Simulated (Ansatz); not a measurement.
## A failed many-body run on MoS2 (P6_3/mmc)

Aim: the G0W0 gap of MoS2 (P6_3/mmc). The first input has a fault.

Method: G0W0 on PBE, plane waves, PAW, in Ansatz 0.2.0.

The database entry behind the starting cell differs from later determinations by our own check (about 0.3 % long), so it need not match the best structure at ambient conditions.

## (1) The structure

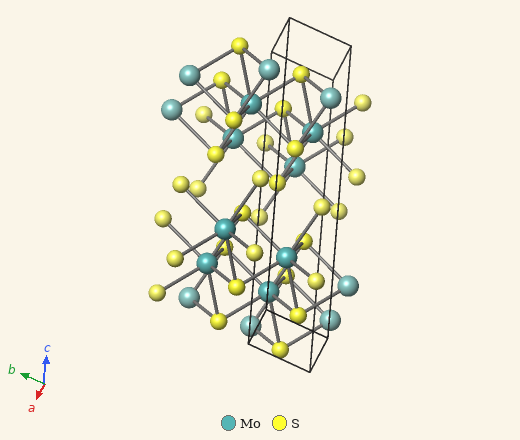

Start, viewed from a free direction; molybdenum teal, sulfur yellow. 2×2×1 cells are drawn. Some periodic images of atoms are drawn too.

The cell and positions come from the Crystallography Open Database and are kept as given unless a step says otherwise. The default PAW set here is soft_2. Its files were made with PBE.

## (2) First try

The input, input.yaml:

```yaml
crystal:
  lattice:
    - [3.169, 0.0, 0.0]
    - [-1.5845, 2.7444345046, 0.0]
    - [0.0, 0.0, 12.324]
  atoms:
    - { symbol: Mo, position: [0.3333333333, 0.6666666667, 0.25] }
    - { symbol: Mo, position: [0.6666666667, 0.3333333333, 0.75] }
    - { symbol: S, position: [0.3333333333, 0.6666666667, 0.623] }
    - { symbol: S, position: [0.6666666667, 0.3333333333, 0.123] }
    - { symbol: S, position: [0.3333333333, 0.6666666667, 0.877] }
    - { symbol: S, position: [0.6666666667, 0.3333333333, 0.377] }
kpoints:
  mp_grid: { grid: [6, 6, 2] }
hamiltonian:
  xc: pbe
scf:
  occupations: { method: fixed }
gw:
  n_empty_bands: 100000
  ecut_chi: 80
  qp_bands: [v2, c2]
  qp_kpoints: band_edges
  screening: { model: contour_deformation }
```

Run with:

```sh
$ ansatz run input.yaml --threads 3 --pin off --max-ram 92160MiB --backend cpu --events-out ev --progress --plain --runs-dir out
```

Numbers of over 12 decimals in the logs are rounded to 6 here.

The log of the run:

```text
Error: inconsistent input (gw.n_empty_bands, basis.ecutwfc): the count of 100026 bands up to the last of gw.n_empty_bands exceeds the smallest per-k basis n_pw = 2081 of the GW NSCF pass (the SCF k-mesh) (at k = [0.000000, 0.000000, 0.000000] in reciprocal lattice vectors) — raise basis.ecutwfc, or ask for fewer bands where the run can do with them
```

Wall time 0.08 s (3 threads of AMD EPYC 7R13 (Zen 3), shared host); peak memory 0.083 GiB.

Q: What is the fault?

The program refused the input before any cycle.

The program's message: “Error: inconsistent input (gw.n_empty_bands, basis.ecutwfc): the count of 100026 bands up to the last of gw.n_empty_bands exceeds the smallest per-k basis n_pw = 2081 of the GW NSCF pass (the SCF k-me …”

The fault: more bands than plane waves. A basis holds no more bands than it has plane waves.

## (3) A better input

Now the one-shot GW correction: screening in the RPA, then the self-energy of the levels asked for.

input.yaml, as its differences from that of step 2:

```diff
@@ -19,4 +19,4 @@
 gw:
-  n_empty_bands: 100000
-  ecut_chi: 80
+  n_empty_bands: 1264
+  ecut_chi: 300
   qp_bands: [v2, c2]
```

Run with:

```sh
$ ansatz run input.yaml --threads 3 --pin off --max-ram 92160MiB --backend cuda --events-out ev --progress --plain --runs-dir out --devices 1 --max-vram 13GiB
```

The log of the run:

```text
GPUs: using 1 of 1 available (devices: 1).
[...]
device memory: the entry about to start is reckoned to put 1.1 GiB on a device that reports 63.9 GiB free (of which the cap on the GPU budget leaves the run 13.0 GiB)
GPU FFT provider: cuFFT
GPU libraries: cuBLAS 13.8.2, cuFFT 12.4.0, cuSOLVER 12.3.4
Crystal: 6 atoms, lattice volume = 107.183 Å³
Basis set: ecut = 420 eV, 2081 PW (Γ)
Bands: 32, of which v1, the nominal top of the filled ones, is band 26 counted from 1 (25 counted from 0)
Symmetry: 24 space group operations
[...]
k-points: 14 of 72
[...]
GPU buffer pool allocated for 51840 grid points (all kernels)
GPU transforms: local potential and band sums: pruned to the plane-wave sphere, on 24×24×90
[...]
SCF iter   1: F=—  HF=-13525.526697 eV  |F-HF|=—  |Δ(HF+E_count)|=         —  Δρ=5.46e-3  dr2=7.41e-3  ethr=1.77e-3  ⟨swp⟩=5.0  Hψ=1664  notcnv=0  defer=42
[...]
0    25      9.7496   -18.6978     0.8322   -17.5874  0.7262     9.4699     9.4714  root
     0    26     10.8968   -19.7402     0.2721   -19.1818  0.7334    10.6096    10.6104  root
     0    27     12.9944   -13.7864    -4.5687   -18.5169  0.7379    13.1567    13.1562  root
     0    28     12.9944   -13.7864    -4.5687   -18.5169  0.7379    13.1567    13.1562  root
     1    25     10.6302   -19.4298     0.5443   -18.5535  0.7354    10.2969    10.2982  root
     1    26     10.6302   -19.4298     0.5443   -18.5535  0.7354    10.2969    10.2982  root
     1    27     12.9998   -13.7331    -4.5640   -18.4521  0.7377    13.1553    13.1549  root
     1    28     12.9998   -13.7331    -4.5640   -18.4521  0.7377    13.1553    13.1549  root
[...]
13    25     10.2018   -19.2682     0.2405   -18.8105  0.7350     9.9840     9.9845  root
    13    26     10.2018   -19.2682     0.2405   -18.8105  0.7350     9.9840     9.9845  root
    13    27     11.9456   -16.1207    -4.2106   -20.5422  0.7272    12.1572    12.1565  root
    13    28     11.9456   -16.1207    -4.2106   -20.5422  0.7272    12.1572    12.1565  root
[key lines of the parts left out:]
SCF converged after 7 iterations
Free energy (F): -13525.540647 eV
Fermi energy:    10.896774 eV
```

It took 2.2 min on 1 × NVIDIA H100 80GB HBM3 (shared by 6 runs) with 3 threads; peak memory 5.4 GiB; 3.6 min of CPU time.

Numbers from this step:

- bands summed: 1290
- RPA ε∞ on this mesh (eigenvalues): 6.222, 14.89, 14.89
- plane waves in the screening matrix: 1277
- q-points in the mesh: 72
- G0W0 gap on the mesh: 1.273 eV
- k of the valence top: 0, 0, 0
- k of the conduction bottom: 0.1667, 0.1667, 0
- starting gap on the mesh: 0.8857 eV
- Z at the valence top: 0.7334
- Z at the conduction bottom: 0.7447
- least direct G0W0 gap on the computed points: 2.076 eV

The gap on the mesh goes from 0.89 eV to 1.27 eV, a correction of +0.39 eV. Between the two edge states, bare exchange in place of the xc potential would open the gap by 4.75 eV, and correlation takes back 4.36 eV.

## (4) What came out

* first try: refused after 0.08 s
* better run: G0W0 gap on the mesh 1.27 eV (6×6×2 mesh, 1264 empty bands, screening to 300 eV)

The second run differs in: empty bands and screening cutoff (eV). Bands and cutoff are finite, so the gap is not at the basis limit. The miss can reach some tenths of an eV and take either sign; the mesh is an error of its own. The 6×6×2 mesh is coarse for this cell (its supercell is 19 Å along the shortest edge). The RPA ε∞ on it, from the PBE start, is 6.22 and 14.89; such meshes misread the long-range screening, most where the gap is narrow. The many-body steps are scalar-relativistic: spin-orbit coupling is not in them.

[Paths, hosts, dates, memory and timing lines, banners, echoed tables and standing remarks are left out of the program output.]

[Logs are printed without paths, hosts, clocks, repeated set-up lines and the standing remarks that a program may print on its own settings, such as how far it seeks lower states.]

[Runs of the session that timed out or met a known fault of the program may be left out.]

[Cells called generated may have been cut or substituted from an entry of the Crystallography Open Database or the Materials Project.]

[Hosts, paths, dates, database ids (printed as entryN), source tags and the programs' standing remarks are cut or masked in the printed files.]
